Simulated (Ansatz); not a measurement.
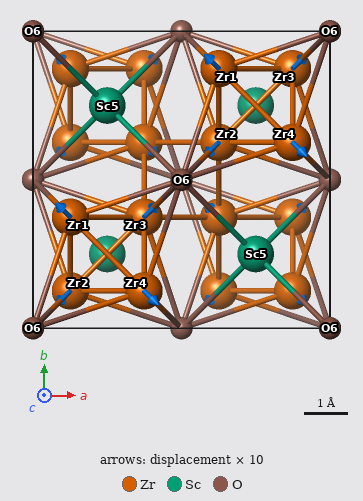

This is a relaxation of a crystal of Zr$_{4}$ScO (a generated structure, set up in F-43m) (coarse preliminary run). The starting structure is drawn; blue arrows show the displacements (the part carried along by the change of the cell is left out), 10 times their true length.

The picture is a ball-and-stick view of the conventional cell (4 times the calculation's cell), seen along the c axis. Lengths and directions refer to the drawn axes.

The calculation used DFT PBE, scalar-relativistic, plane waves, PAW in Ansatz. Settings: plane-wave cutoff 420 eV; k-point mesh 4 × 4 × 4; occupations gaussian; smearing width 0.1 eV; no spin polarisation; cell and atoms relaxed; force threshold 0.04 eV/Å; at most 70 steps.

> What did the optimiser do to the structure, and how much energy did it gain?

After 6 accepted moves (8 points after the start) the energy has fallen by 1166 meV per atom. The largest force component goes from 0.83 to under 0.0001 eV/Å. Pressure: 64.83 GPa at the start and −0.06 GPa at the end. At 2 points the geometry stayed and the basis and grid were re-selected for the new cell (energy shift of 46.7 meV per atom at most each time). The largest moves relative to the cell, 0.061 Å, are those of Zr1, Zr2, Zr3 and Zr4. Zr4 goes along [1 −1 1]. Sc and O stay in place. Cell: a = b = c 7.014 → 8.147 Å (+16.2 %). Volume +56.7 %. Among the contacts that change: Zr1–Zr2 2.463 → 2.960 Å, Sc5–O6 3.037 → 3.528 Å, Zr1–O6 2.906 → 3.387 Å, Zr1–Sc5 2.910 → 3.370 Å. The space group stays F-43m (No. 216).
